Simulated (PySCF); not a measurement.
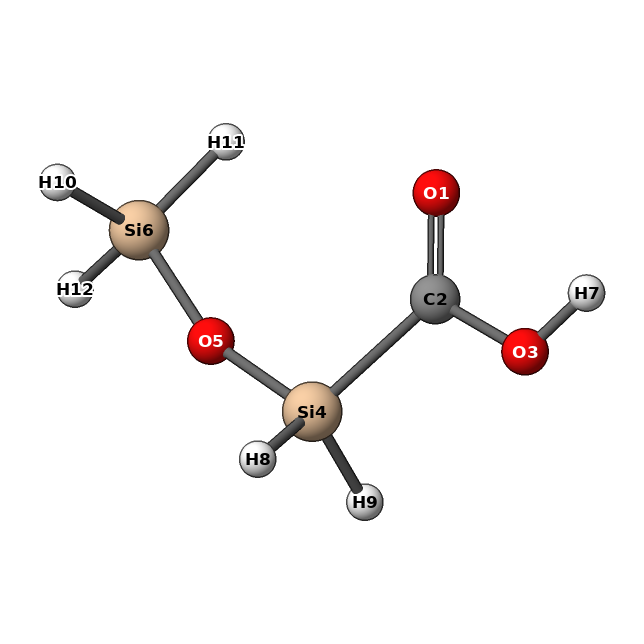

The questions are on isotropic NMR shieldings of the H atoms. The geometry was computed by an optimisation with GFN2-xTB. No frequency run is at hand to confirm it as a minimum. Method: GIAO PBE0/pcSseg-1 NMR shielding, non-relativistic, gas phase (PySCF 2.14.0).

### Which H atom is the most shielded (lowest chemical shift)?

H9 (26.59 ppm).

### Which H atom is the least shielded (highest chemical shift)?

H7 (24.97 ppm).

### How wide is the range of H shifts?

1.62 ppm.

Give the isotropic NMR shieldings of the H atoms atom by atom.

| atom | σ (ppm) |
| --- | --- |
| H7 | 24.97 |
| H8 | 26.58 |
| H9 | 26.59 |
| H10 | 26.51 |
| H11 | 26.29 |
| H12 | 26.53 |

The geometry is semi-empirical. Around Si such bond lengths and angles can be off by a tenth of an ångström or more and by several degrees, and values that hang on the shape move with them.
